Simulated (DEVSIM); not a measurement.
Structure: abrupt GaAs p-n junction, at 300 K.

| layer (left to right) | material | thickness (μm) | Nd (cm⁻³) | Na (cm⁻³) | τn (s) | τp (s) |
|---|---|---|---|---|---|---|
| 1 | GaAs | 85.0 | - | 2.6e16 | 1.2e-9 | 1.2e-9 |
| 2 | GaAs | 3.10 | 1e16 | - | 1.2e-9 | 1.2e-9 |

Left contact: ohmic. Right contact: ohmic. Voltage is applied to the left contact. Recombination: SRH at mid-gap. Mobility is constant in doping.

The device is made up for the run: typed textbook-type constants, with dimensions and the other settings drawn at random. Values at 300 K.

| parameter | GaAs |
|---|---|
| gap (eV) | 1.424 |
| affinity (eV) | 4.07 |
| permittivity | 12.9 |
| Nc (cm⁻³) | 4.7e17 |
| Nv (cm⁻³) | 9e18 |
| μn (cm²/Vs) | 8500 |
| μp (cm²/Vs) | 400 |

Simulated with DEVSIM: 1D drift-diffusion, Boltzmann statistics, complete ionisation; no tunnelling, impact ionisation, image-force lowering or self-heating.

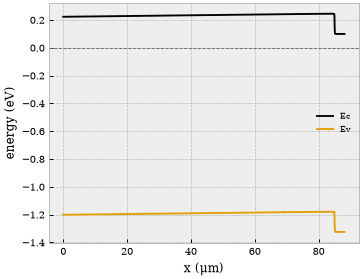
*Band edges at 1.05 V on the left contact*

Energies count from the Fermi level of the right contact; mesh points crowd at the junctions.

```json
[
 {"x (μm)": "0.000", "Ec (eV)": "0.223", "Ev (eV)": "-1.201", "n (cm⁻³)": "< 1e2", "p (cm⁻³)": "2.6e16", "field (V/cm)": "≈ 0"},
 {"x (μm)": "0.04258", "Ec (eV)": "0.223", "Ev (eV)": "-1.201", "n (cm⁻³)": "61000", "p (cm⁻³)": "2.6e16", "field (V/cm)": "≈ 0"},
 {"x (μm)": "0.1606", "Ec (eV)": "0.223", "Ev (eV)": "-1.201", "n (cm⁻³)": "230000", "p (cm⁻³)": "2.6e16", "field (V/cm)": "≈ 0"},
 {"x (μm)": "0.4881", "Ec (eV)": "0.223", "Ev (eV)": "-1.201", "n (cm⁻³)": "700000", "p (cm⁻³)": "2.6e16", "field (V/cm)": "≈ 0"},
 {"x (μm)": "2.026", "Ec (eV)": "0.223", "Ev (eV)": "-1.201", "n (cm⁻³)": "2900000", "p (cm⁻³)": "2.6e16", "field (V/cm)": "≈ 0"},
 {"x (μm)": "5.661", "Ec (eV)": "0.224", "Ev (eV)": "-1.200", "n (cm⁻³)": "9500000", "p (cm⁻³)": "2.6e16", "field (V/cm)": "≈ 0"},
 {"x (μm)": "15.74", "Ec (eV)": "0.227", "Ev (eV)": "-1.197", "n (cm⁻³)": "7.2e7", "p (cm⁻³)": "2.6e16", "field (V/cm)": "≈ 0"},
 {"x (μm)": "54.34", "Ec (eV)": "0.237", "Ev (eV)": "-1.187", "n (cm⁻³)": "1.1e11", "p (cm⁻³)": "2.6e16", "field (V/cm)": "≈ 0"},
 {"x (μm)": "73.96", "Ec (eV)": "0.243", "Ev (eV)": "-1.181", "n (cm⁻³)": "4.4e12", "p (cm⁻³)": "2.6e16", "field (V/cm)": "≈ 0"},
 {"x (μm)": "81.03", "Ec (eV)": "0.244", "Ev (eV)": "-1.180", "n (cm⁻³)": "1.7e13", "p (cm⁻³)": "2.6e16", "field (V/cm)": "≈ 0"},
 {"x (μm)": "83.58", "Ec (eV)": "0.245", "Ev (eV)": "-1.179", "n (cm⁻³)": "2.8e13", "p (cm⁻³)": "2.6e16", "field (V/cm)": "≈ 0"},
 {"x (μm)": "84.67", "Ec (eV)": "0.245", "Ev (eV)": "-1.179", "n (cm⁻³)": "3.4e13", "p (cm⁻³)": "2.6e16", "field (V/cm)": "≈ 0"},
 {"x (μm)": "84.89", "Ec (eV)": "0.243", "Ev (eV)": "-1.181", "n (cm⁻³)": "3.8e13", "p (cm⁻³)": "2.5e16", "field (V/cm)": "-510"},
 {"x (μm)": "84.98", "Ec (eV)": "0.219", "Ev (eV)": "-1.205", "n (cm⁻³)": "9.9e13", "p (cm⁻³)": "9.5e15", "field (V/cm)": "-8400"},
 {"x (μm)": "85.02", "Ec (eV)": "0.164", "Ev (eV)": "-1.260", "n (cm⁻³)": "8.1e14", "p (cm⁻³)": "1.2e15", "field (V/cm)": "-11000"},
 {"x (μm)": "85.10", "Ec (eV)": "0.113", "Ev (eV)": "-1.311", "n (cm⁻³)": "6.0e15", "p (cm⁻³)": "1.5e14", "field (V/cm)": "-2900"},
 {"x (μm)": "85.32", "Ec (eV)": "0.099", "Ev (eV)": "-1.325", "n (cm⁻³)": "1.0e16", "p (cm⁻³)": "7.6e13", "field (V/cm)": "-19"},
 {"x (μm)": "85.92", "Ec (eV)": "0.099", "Ev (eV)": "-1.325", "n (cm⁻³)": "1.0e16", "p (cm⁻³)": "4.4e13", "field (V/cm)": "≈ 0"},
 {"x (μm)": "87.45", "Ec (eV)": "0.099", "Ev (eV)": "-1.325", "n (cm⁻³)": "1.0e16", "p (cm⁻³)": "7.9e12", "field (V/cm)": "≈ 0"},
 {"x (μm)": "87.88", "Ec (eV)": "0.100", "Ev (eV)": "-1.325", "n (cm⁻³)": "1.0e16", "p (cm⁻³)": "2.6e12", "field (V/cm)": "≈ 0"},
 {"x (μm)": "88.03", "Ec (eV)": "0.100", "Ev (eV)": "-1.325", "n (cm⁻³)": "1.0e16", "p (cm⁻³)": "7.6e11", "field (V/cm)": "≈ 0"},
 {"x (μm)": "88.10", "Ec (eV)": "0.100", "Ev (eV)": "-1.325", "n (cm⁻³)": "1.0e16", "p (cm⁻³)": "< 1e2", "field (V/cm)": "≈ 0"}
]
```
